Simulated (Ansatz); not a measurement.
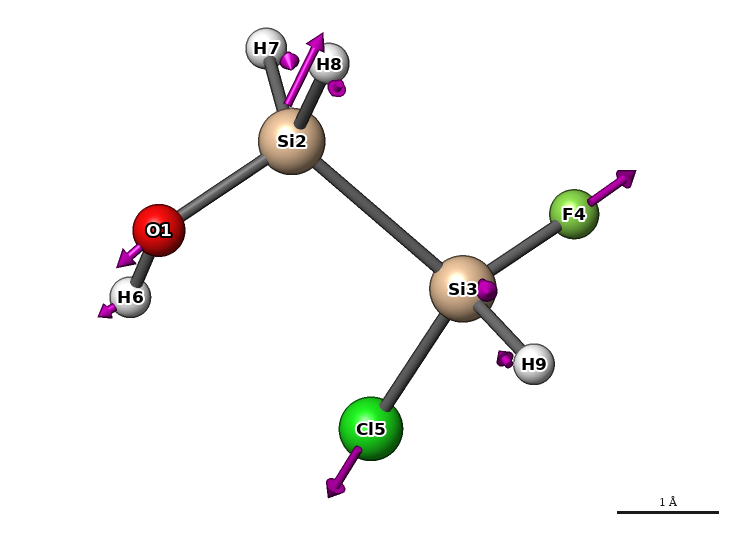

Arrows show the forces on the atoms, 3 Å of arrow for 1 eV/Å; forces under a tenth of the largest aren't drawn. Level of theory: B3LYP-D4/def2-TZVPP (Ansatz 0.2.0).

List the force components in the frame of the picture (x right, y up, z towards the viewer), in eV/Å.

```tsv
atom	Fx	Fy	Fz
O1	−0.08	−0.07	0.00
Si2	0.12	0.24	0.00
Si3	0.02	−0.03	0.28
F4	0.15	0.11	−0.11
Cl5	−0.10	−0.17	−0.14
H6	−0.06	−0.03	0.02
H7	0.01	−0.05	0.07
H8	−0.03	−0.04	−0.07
H9	−0.04	0.05	−0.05
```
